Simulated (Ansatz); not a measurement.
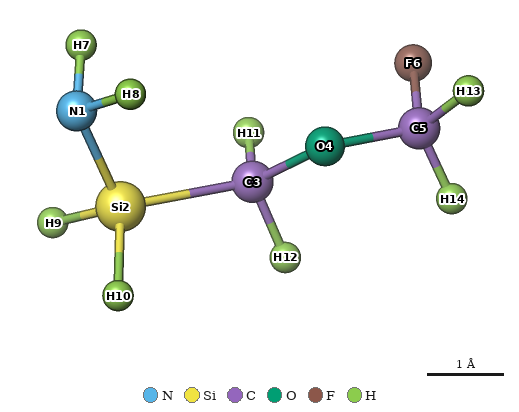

Starting structure of C2H8FNOSi. A ball-and-stick model, seen at a tilt.

The run prepares an end point of a later path (inversion) calculation, from a guessed geometry.

Level of theory: RKS BLYP/def2-SVP in Ansatz.

Input
```yaml
crystal:
  periodic: [false, false, false]
  atoms:
    - { symbol: "N", position_ang: [-1.9143, -1.5865, 0.4312] }
    - { symbol: Si, position_ang: [-0.2792, -1.7582, 0.28] }
    - { symbol: C, position_ang: [0.5352, -0.1574, -0.2816] }
    - { symbol: O, position_ang: [0.2003, 1.0443, 0.3995] }
    - { symbol: C, position_ang: [0.8181, 2.1756, -0.0834] }
    - { symbol: F, position_ang: [0.5633, 2.3268, -1.3932] }
    - { symbol: H, position_ang: [-2.3095, -1.2402, -0.474] }
    - { symbol: H, position_ang: [-2.0888, -0.7434, 1.0459] }
    - { symbol: H, position_ang: [-0.0423, -2.8178, -0.6621] }
    - { symbol: H, position_ang: [0.2102, -2.1635, 1.6416] }
    - { symbol: H, position_ang: [0.3724, -0.044, -1.3208] }
    - { symbol: H, position_ang: [1.6671, -0.2643, -0.101] }
    - { symbol: H, position_ang: [0.3857, 3.0938, 0.4343] }
    - { symbol: H, position_ang: [1.869, 2.1056, 0.1124] }
basis:
  gaussian: { orbitals: def2-SVP }
hamiltonian:
  xc: blyp
relax:
  f_tol: 0.015
  max_steps: 40
output:
  orbitals: {}
```

Command:
```bash
ansatz run input.yaml --threads 2 --pin off --max-ram 3072MiB --backend cpu --events-out ev --progress --plain --runs-dir out
```

Q: What does the optimiser find from here?

A: The largest moves after the best rigid fit, 0.46 Å, are those of H7 and H13. Largest moves by element: H 0.46 Å, F 0.43 Å, C 0.15 Å, O 0.15 Å, N 0.15 Å, Si 0.13 Å. Some distances before and after: N1–Si2 1.651 → 1.748 Å, Si2–H9 1.438 → 1.502 Å, C5–F6 1.343 → 1.402 Å, C3–H11 1.058 → 1.114 Å. Among the angles between lasting bonds that change: Si2–N1–H8 107.4° → 117.8°, Si2–C3–O4 118.3° → 108.2°, H7–N1–H8 100.2° → 109.5°. The energy falls by 18.0 kcal/mol in 10 accepted moves (12 points after the start). Largest force component: 3.9 eV/Å at the start, 0.0099 eV/Å at the end. The line search rejected the trial steps at points 5, 10 of the run. The run took 35 s on 2 threads of AMD EPYC 7R13 Processor (Zen 3), on a shared host, peak memory 0.21 GiB.

The structure at the end:

```xyz
14

N    -2.0316   -1.5771    0.3364
Si   -0.2856   -1.6626    0.3715
C     0.6724   -0.1613   -0.3518
O     0.3428    1.0083    0.4379
C     0.8861    2.1944   -0.0222
F     0.2887    2.6135   -1.2192
H    -2.5056   -1.6426   -0.5700
H    -2.4869   -0.8589    0.9086
H     0.1301   -2.8533   -0.4447
H     0.1352   -1.8135    1.8021
H     0.3975    0.0057   -1.4180
H     1.7752   -0.3493   -0.3261
H     0.6874    2.9652    0.7526
H     1.9814    2.1022   -0.2283
```

The end point in the same view:

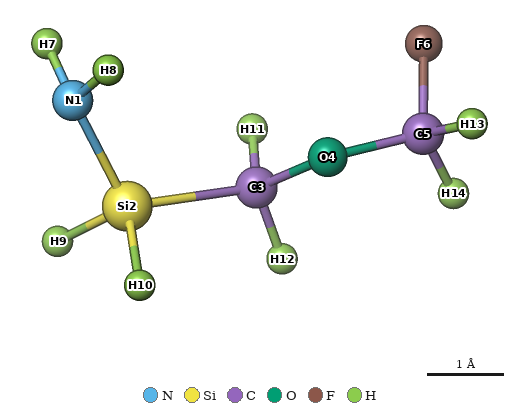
